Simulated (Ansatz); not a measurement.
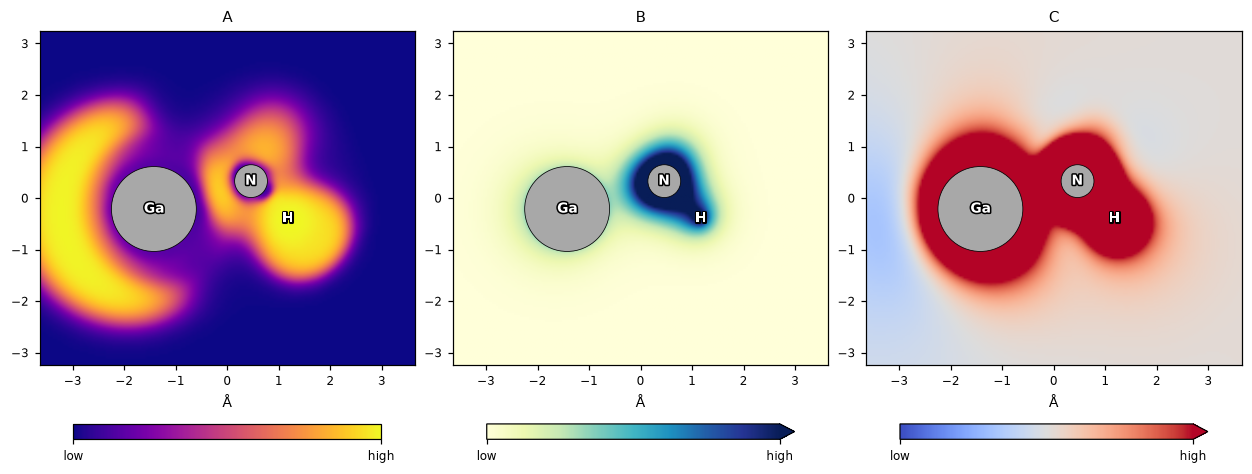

GaH2N···H2O: 3 fields on the plane of atoms Ga1, N5 and H7, with unlabelled colour scales. Grey discs cover the atomic cores.

All numbers below come from RKS PBE0/def2-SVP (Ansatz 0.2.0).

**Which field does each panel show? The fields are: electron density, electron localisation function and electrostatic potential.**

Panel A: electron localisation function. Panel B: electron density. Panel C: electrostatic potential (strongly positive close to the atoms, with negative regions outside electron-rich atoms). From the grid: Ga–N (1.96 Å): the density is about 0.7 e/Å³ at the midpoint; the ELF peaks at about 0.90 in the valence shell of N, 0.6 Å from its nucleus, and is about 0.35 at the midpoint. N–H (1.02 Å): the density is about 2.7 e/Å³ at the midpoint; the ELF climbs to about 1 towards the hydrogen, as it does in any bond to H; an ordinary covalent bond to hydrogen.
